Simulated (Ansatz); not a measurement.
# ClFH₄W···H₂O: what the fields show

```yaml
atoms:
  - { symbol: W, position_ang: [0.2265, 0.2181, -0.4804] }
  - { symbol: O, position_ang: [0.1180, -0.0123, 2.6302] }
  - { symbol: H, position_ang: [-0.7052, 0.4917, 2.7853] }
  - { symbol: H, position_ang: [1.4603, -0.6669, 0.2363] }
  - { symbol: H, position_ang: [-0.7543, 1.2743, 0.3857] }
  - { symbol: H, position_ang: [-1.3409, -0.3114, -0.0992] }
  - { symbol: H, position_ang: [-0.0389, -1.4311, -0.1885] }
  - { symbol: F, position_ang: [0.2936, 0.4129, -2.3065] }
  - { symbol: Cl, position_ang: [1.7180, 1.8368, 0.4455] }
  - { symbol: H, position_ang: [0.8005, 0.7059, 2.5631] }
```

Core potentials replace the inner electrons of W; not at a stationary point (largest force 0.8 eV/Å).

Level of theory: Ansatz, RKS PBE/def2-SVP.

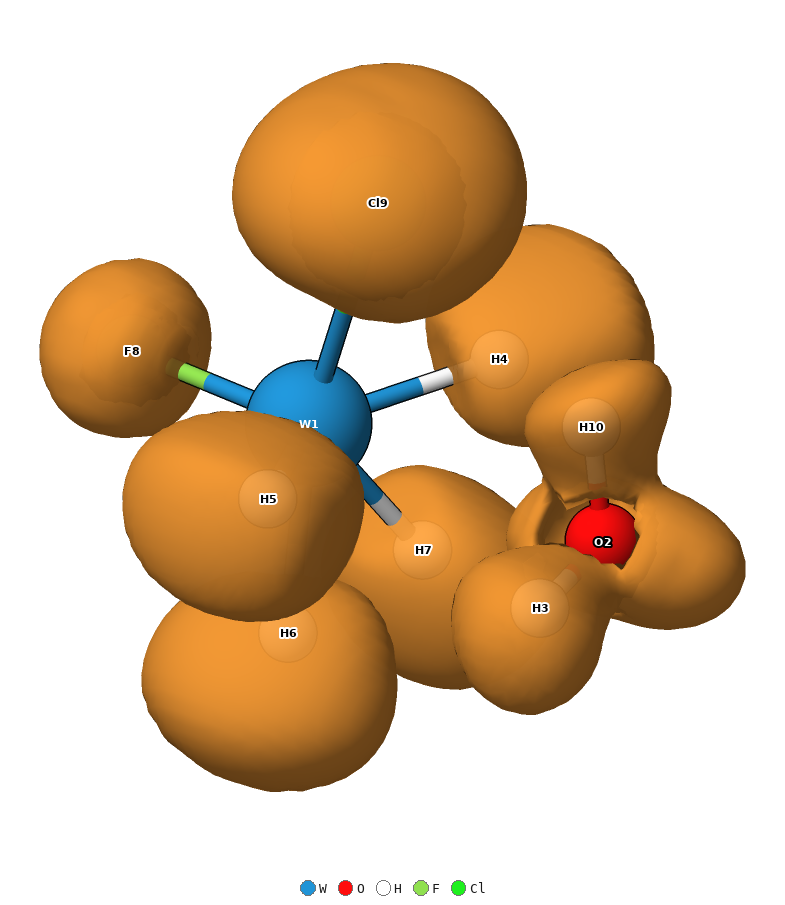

Figure 1. Isosurface of the electron localisation function at 0.8 (orange), seen at an oblique angle. Only the valence region is drawn (cores and ρ < 0.01 e/Å³ removed).

Describe the localisation domains.

At this value the surface marks out four regions around hydrogen nuclei, one region wrapped around Cl (its valence shell), one region wrapped around F (its valence shell) and one joined region spread over several atoms (H, O), in which their bonds and any lone pairs are merged.


W1···O2 (3.12 Å): the ELF dips to about 0 between them. W–F (1.84 Å): the ELF peaks at about 0.85 in the valence shell of F, 0.5 Å from its nucleus, and drops to about 0.20 between the two atoms.

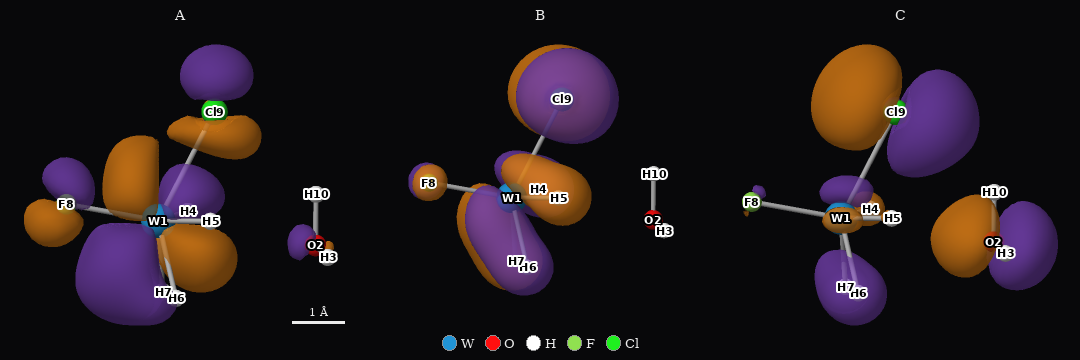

Figure 2. Three frontier orbitals at ±0.1 Å⁻³ᐟ² (orange and purple are the two phases), in no order.

Order the three orbitals by energy and name them.

C is the HOMO−1 (−7.43 eV). Its weight (Hirshfeld) is mainly on Cl9 (about 50 %), O2 (about 30 %) and W1 (about 10 %); largely a combination of lone pairs on Cl9 and O2. B is the HOMO (−6.27 eV). By Hirshfeld shares it lies mainly on Cl9 (about 50 %) and W1 (about 30 %). A is the LUMO (−3.77 eV). Its weight (Hirshfeld) is mainly on W1 (about 65 %), F8 (about 10 %) and Cl9 (about 10 %).

What is the HOMO–LUMO gap?

2.50 eV between the orbital energies.

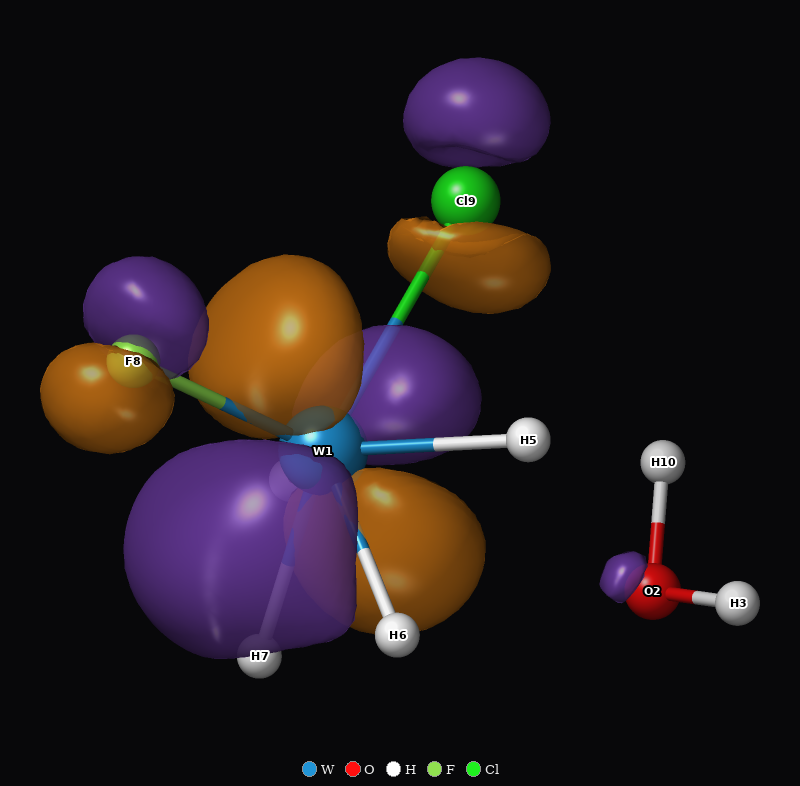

Figure 3. The LUMO at ±0.15 Å⁻³ᐟ² (orange and purple are the two phases), seen at a tilt.

Where does this orbital lie, and at what energy?

Its weight (Hirshfeld) is mainly on W1 (about 65 %), F8 (about 10 %) and Cl9 (about 10 %). Its energy is −3.77 eV.
